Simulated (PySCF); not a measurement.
**C₆H₇ClO₂S₂: density, localisation and related maps**

```xyz
18

C    -2.5152   -0.2477    0.1237
C    -1.2264    0.4523   -0.1459
C    -1.1138    1.7574   -0.5250
S     0.5133    2.2687   -0.7512
C     1.0477    0.6928   -0.3423
S     2.7680    0.4214   -0.2852
O     3.1137   -0.8866   -0.7391
O     3.4500    1.5536   -0.8162
Cl    3.1017    0.4247    1.7261
C     0.0467   -0.1790   -0.0296
C     0.2702   -1.5874    0.3872
H    -2.6478   -1.0761   -0.5706
H    -3.3507    0.4373    0.0143
H    -2.5188   -0.6522    1.1341
H    -1.9128    2.4539   -0.6874
H     1.2822   -1.8964    0.1436
H     0.1222   -1.6845    1.4631
H    -0.4389   -2.2458   -0.1112
```

Geometry: GFN2-xTB.

Computed with PBE0/pcSseg-1, SCF density, gas phase, non-relativistic in PySCF 2.14.0.

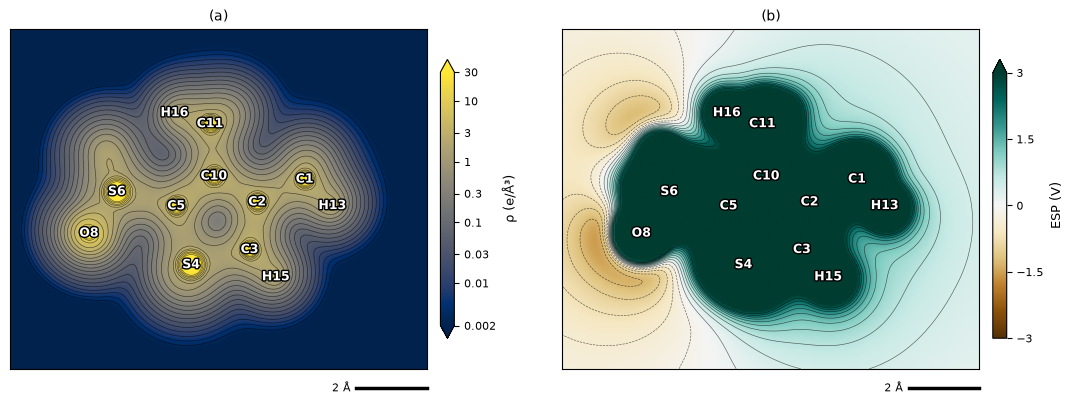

Figure 1. (a) electron density; (b) molecular electrostatic potential on the plane of atoms S4, C5 and C10.

Question: What do the fields say about this system?

Answer: The plane passes through C, S, O and H nuclei.
C–C (1.36 Å): ρ is about 2.2 e/Å³ halfway.
S–O (1.42 Å): ρ is about 2.3 e/Å³ halfway.
C–S (1.71 Å): ρ is about 1.4 e/Å³ halfway.
C–H (1.07 Å): ρ is about 2.1 e/Å³ halfway.
C–C (1.43 Å): ρ is about 2 e/Å³ halfway.
Outside the dense part of the molecule the potential is most negative (−1.5 V) near O8.

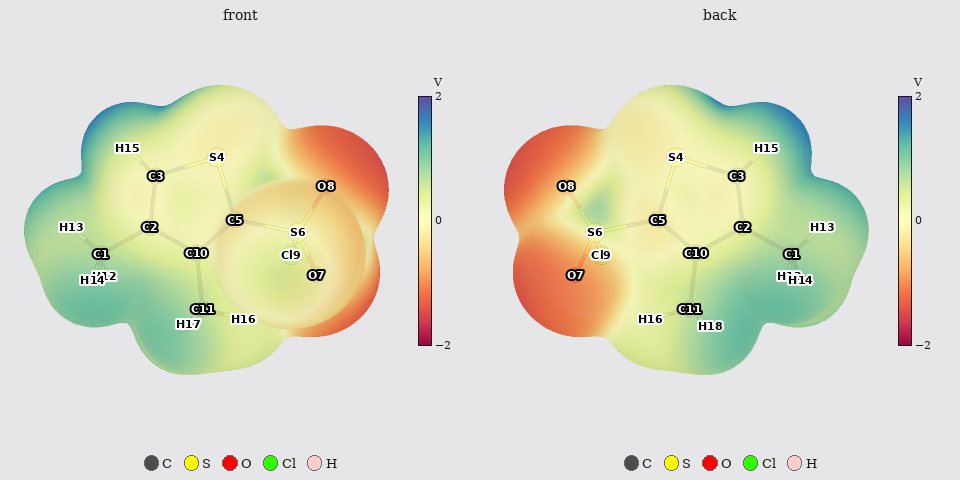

Figure 2. The molecular electrostatic potential painted on the density surface at 0.002 e/bohr³, seen from the front and from behind; red is negative and blue positive.

Question: Describe the electrostatic potential map.

Answer: The most negative region (about −1.4 V) lies over O7 and O8, the most positive (about +1.6 V) over C3, S4 and H15. Cl9 shows a σ-hole: about +0.5 V at the tip opposite its bond, against about −0.3 V on its flanks.
